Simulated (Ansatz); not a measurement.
## Calibrating HF/def2-TZVPP on molecular compounds of Al

The vertical ionisation energy (cation less neutral) in eV of 7 molecular compounds of Al: x at HF/def2-TZVPP, y at CCSD(T)/def2-TZVPP. Shapes, held fixed at every level: PBE0-D4/def2-TZVP. Flexible molecules stand in one conformer, not always the lowest. Programs: Ansatz 0.2.0.

| molecule | x (eV) | y (eV) |
| --- | --- | --- |
| Se(AlH2)(CH3) | 7.97 | 9.03 |
| AlH2(SH) | 9.07 | 10.20 |
| AlH(SiH3)Cl | 9.33 | 10.00 |
| C3H8AlClO (SMILES CC(C)[O][AlH][Cl]) | 9.42 | 10.62 |
| C2H2AlF (SMILES C#[C][AlH][F]) | 9.61 | 11.16 |
| Al(SH)ClF | 9.64 | ? |
| AlClF2 (SMILES [F][Al]([F])[Cl]) | 11.77 | 12.73 |

Problem. Fit y = c + s·x to the known rows and predict y for Al(SH)ClF.

Solution. 
1. Means of the 6 rows: x = 9.5283, y = 10.623.
2. Σ(Δx)² = 7.7213, Σ(Δx·Δy) = 7.5672, so the slope is 7.5672/7.7213 = 0.98004.
3. Intercept: 10.623 − (0.98004) × 9.5283 = 1.285. The largest residual of the fit is 0.46.
4. Al(SH)ClF: 1.285 + 0.98004 × 9.64 = 10.73 eV.

CCSD(T)/def2-TZVPP gives 10.68 eV, so the prediction is off by +0.05 eV, within the largest residual. Uncorrected, HF/def2-TZVPP misses it by -1.04 eV, and the other rows by 1.09 on average. The line removes about 100 % of this miss. Left out in turn, the other rows are missed by 0.31 eV on average. Cations run unrestricted. Relativity is left out for Se. Outer-core shells of Se are correlated, in sets that cover them unevenly.

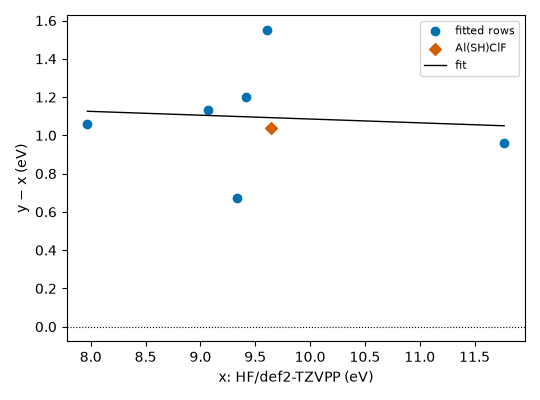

The correction y − x against x, with the fitted line and the withheld molecule.
